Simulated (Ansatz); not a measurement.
# Two runs on C2AlF

System: C2AlF, SMILES [F][Al]1[C]#[C]1.
Method of the first run: RHF-CCSD(T), frozen core/def2-TZVPP (Ansatz 0.2.0).

The geometry: displaced from a GFN2-xTB structure. Text and figures count atoms from 1; the logs count them from 0 in places.

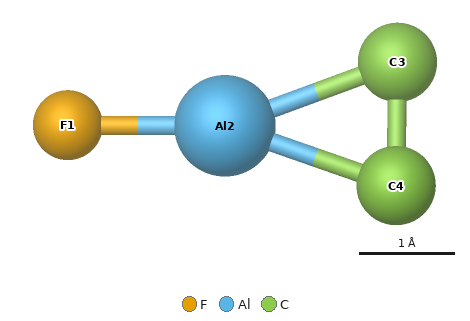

The structure as given in the input (ball-and-stick view, seen on its broad side; atoms are numbered from 1 in the order of the input). Sticks mark near contacts. Bond lengths as drawn: Al–C 1.92 to 1.94 Å, Al–F 1.66 Å and C–C 1.31 Å.

## Input file, the first run
```yaml
crystal:
  periodic: [false, false, false]
  atoms:
    - {symbol: F, position_ang: [-0.346000, -0.169900, 2.106400]}
    - {symbol: Al, position_ang: [-0.076700, -0.044300, 0.476800]}
    - {symbol: C, position_ang: [0.076200, 0.760600, -1.277500]}
    - {symbol: C, position_ang: [0.319100, -0.522900, -1.335700]}
basis:
  gaussian: {orbitals: def2-TZVPP}
correlation: {method: ccsd_t}
output: {forces: true}
```

Launched with:
```bash
ansatz run in.yaml --threads 4 --pin off --events-out ev --progress --plain --max-ram 5222MiB
```

Hardware: 4 threads of Intel Xeon, 54 GiB of memory available, shared host.

## Output (the first run)
```
Functional definition: HF
  exchange = exact_x
  correlation = 0
859 factors; integrals over basis functions are off by at most 9.3e-4 eV
mean field evaluation 1: about -11346.8855 eV, gradient 3.7e1 eV
mean field evaluation 2: about -11347.0934 eV, gradient 3.8e1 eV
mean field evaluation 4: about -11350.0560 eV, gradient 2.7e0 eV
mean field evaluation 8: about -11350.1197 eV, gradient 3.9e-1 eV
mean field evaluation 16: about -11350.1216 eV, gradient 1.5e-6 eV
mean field -11350.12155028 eV, -417.1092735840 hartree, gradient 1.5e-6 eV, S^2 0.000000; 0 other end points of the search recorded, 0 dependent functions left out
8 core orbitals not correlated: weight in the atoms' cores, before any rotation towards them, 1.000 or more for the frozen orbitals, at most 0.000 for the correlated occupied ones
reference -11350.12155028 eV, -417.1092735840 hartree; 9, 9 occupied and 118, 118 virtual orbitals, 859 factors
second order -16.53775582 eV of doubles, -0.00000000 eV of singles
cycle   1  -16.01352846 eV  change    5.2e-1 eV  update   1.2e-1
cycle   2  -16.51297364 eV  change   -5.0e-1 eV  update   3.9e-2
cycle   3  -16.63864328 eV  change   -1.3e-1 eV  update   2.3e-2
cycle   4  -16.62688810 eV  change    1.2e-2 eV  update   9.9e-3
cycle   5  -16.62536586 eV  change    1.5e-3 eV  update   5.7e-3
cycle   6  -16.62868045 eV  change   -3.3e-3 eV  update   2.1e-3
cycle   7  -16.62746326 eV  change    1.2e-3 eV  update   7.3e-4
cycle   8  -16.62725079 eV  change    2.1e-4 eV  update   3.5e-4
cycle   9  -16.62744211 eV  change   -1.9e-4 eV  update   1.5e-4
cycle  10  -16.62738954 eV  change    5.3e-5 eV  update   6.0e-5
cycle  11  -16.62736458 eV  change    2.5e-5 eV  update   2.5e-5
cycle  12  -16.62738996 eV  change   -2.5e-5 eV  update   8.9e-6
cycle  13  -16.62739141 eV  change   -1.5e-6 eV  update   2.9e-6
perturbative correction -0.85614913 eV, -0.0314629003 hartree
the calculation of the forces begins
Total energy: -11367.60509082 eV, -417.7517818481 hartree
Atom 0 at    -0.346000    -0.169900     2.106400 Å, force     0.156173     0.061318    -0.883005 eV/Å
Atom 1 at    -0.076700    -0.044300     0.476800 Å, force    -0.001729     0.083989    -0.226279 eV/Å
Atom 2 at     0.076200     0.760600    -1.277500 Å, force     0.189167    -1.527886     0.540996 eV/Å
Atom 3 at     0.319100    -0.522900    -1.335700 Å, force    -0.343612     1.382579     0.568288 eV/Å
Dipole moment:    -0.081040    -0.064485     0.580144 e Å
```

For the second run the input was changed thus:
```diff
-correlation: {method: ccsd_t}
+hamiltonian: {xc: {name: B97M-V}}
```

How does the second run compare with the first run?

The total energies belong to different methods, so their difference says nothing on which is more stable or more accurate. The largest force goes from 1.632 to 2.484 eV/Å. The dipole moment goes from 2.83 to 2.89 D.

## Output (the second run)
```
Functional definition: B97M-V
  parameter cx00 = 1.000
  parameter cx01 = 1.308
  parameter cx02 = 1.901
  parameter cx10 = 0.416
  parameter cx11 = 3.070
  parameter css00 = 1.000
  parameter css02 = -1.855
  parameter css10 = -5.668
  parameter css32 = -20.497
  parameter css42 = -20.364
  parameter cos00 = 1.000
  parameter cos01 = 1.573
  parameter cos03 = -6.298
  parameter cos10 = 2.535
  parameter cos32 = -6.427
  parameter b = 6.0
  parameter c = 0.01
  gx(w, u) = cx00 + cx01*u + cx02*u^2 + (cx10 + cx11*u)*w
  gss(w, u) = css00 + css02*u^2 + css10*w + (css32*w^3 + css42*w^4)*u^2
  gos(w, u) = cos00 + cos01*u + cos03*u^3 + cos10*w + cos32*w^3*u^2
  exchange = spin_sum(e_x_unif_s*gx(b97_w, b97_u_x))
  correlation = spin_sum(e_c_pw_mod_same_spin*gss(b97_w, b97_u_same))
      + integral(e_c_pw_mod_opposite_spin*gos(b97_w_opposite, b97_u_opposite)) + vv10(b, c)
785 factors; their error is unknown
mean field evaluation 1: about -11375.7985 eV, gradient 6.3e1 eV
mean field evaluation 2: about -11330.3036 eV, gradient 1.3e2 eV
mean field evaluation 4: about -11384.8049 eV, gradient 1.8e1 eV
mean field evaluation 8: about -11385.4588 eV, gradient 1.7e-1 eV
mean field evaluation 16: about -11385.4514 eV, gradient 4.7e-4 eV
mean field -11385.45144410 eV, -418.4076232344 hartree, gradient 2.7e-5 eV, S^2 0.000000; 0 other end points of the search recorded, 0 dependent functions left out
the calculation of the forces begins
reference -11385.45149534 eV, -418.4076251174 hartree; 17, 17 occupied and 118, 118 virtual orbitals, 785 factors
Total energy: -11385.45149534 eV, -418.4076251174 hartree
Atom 0 at    -0.346000    -0.169900     2.106400 Å, force     0.193496     0.079869    -1.113454 eV/Å
Atom 1 at    -0.076700    -0.044300     0.476800 Å, force     0.030373     0.094790    -0.431111 eV/Å
Atom 2 at     0.076200     0.760600    -1.277500 Å, force     0.311480    -2.360085     0.708022 eV/Å
Atom 3 at     0.319100    -0.522900    -1.335700 Å, force    -0.535350     2.185426     0.836543 eV/Å
Dipole moment:    -0.083217    -0.064674     0.592270 e Å
```

## The two runs side by side

```tsv
quantity	the first run	the second run
outcome	converged	converged
total energy (hartree)	−417.751782	−418.407625
dipole moment (D)	2.83	2.89
largest force (eV/Å)	1.632	2.484
basis functions	135	135
wall time (shared host)	24 s	1.7 s
```
